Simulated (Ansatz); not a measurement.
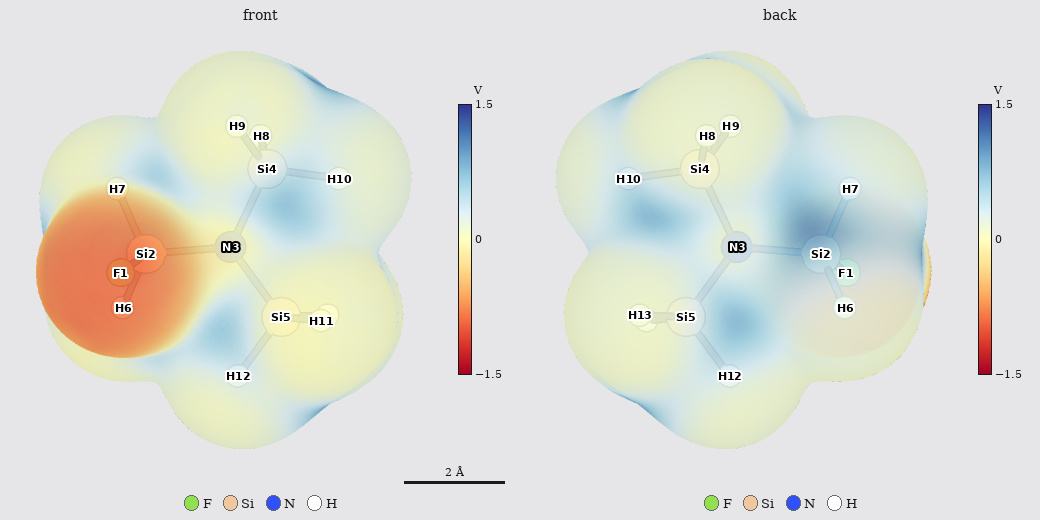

Figure 1: FH8NSi3. The electrostatic potential painted on the density surface at 0.001 e/bohr³, seen from the front and from behind; the colour scale runs from red (negative) to blue (positive).

Geometry: PBE0-D4/def2-TZVP.

Method: RKS PBE0-D4/def2-TZVPP (Ansatz).

Input

```
crystal:
  periodic: [false, false, false]
  atoms:
    - {symbol: F, position_ang: [1.160964, 2.228660, 1.060160]}
    - {symbol: Si, position_ang: [1.129293, 1.289605, -0.233380]}
    - {symbol: N, position_ang: [0.012139, 0.005252, -0.039687]}
    - {symbol: Si, position_ang: [0.584476, -1.592686, 0.360667]}
    - {symbol: Si, position_ang: [-1.705308, 0.271619, -0.172321]}
    - {symbol: H, position_ang: [0.748557, 2.160618, -1.365886]}
    - {symbol: H, position_ang: [2.482555, 0.705179, -0.385647]}
    - {symbol: H, position_ang: [1.209444, -2.256344, -0.812669]}
    - {symbol: H, position_ang: [1.582147, -1.529280, 1.458543]}
    - {symbol: H, position_ang: [-0.593844, -2.388681, 0.794129]}
    - {symbol: H, position_ang: [-2.384170, 0.050432, 1.129896]}
    - {symbol: H, position_ang: [-1.909010, 1.676922, -0.607521]}
    - {symbol: H, position_ang: [-2.296843, -0.656097, -1.171582]}
basis:
  gaussian: {orbitals: def2-TZVPP}
hamiltonian: {xc: pbe0, dispersion: d4}
output: {orbitals: {seedname: orbitals}}
```

Launched as:

```sh
ansatz run in.yaml --threads 4 --pin off --events-out ev --progress --plain --max-ram 10444MiB
```

Describe the electrostatic potential map.

The most negative region (about −0.9 V) lies over F1, the most positive (about +1.0 V) over Si2, Si4 and Si5.
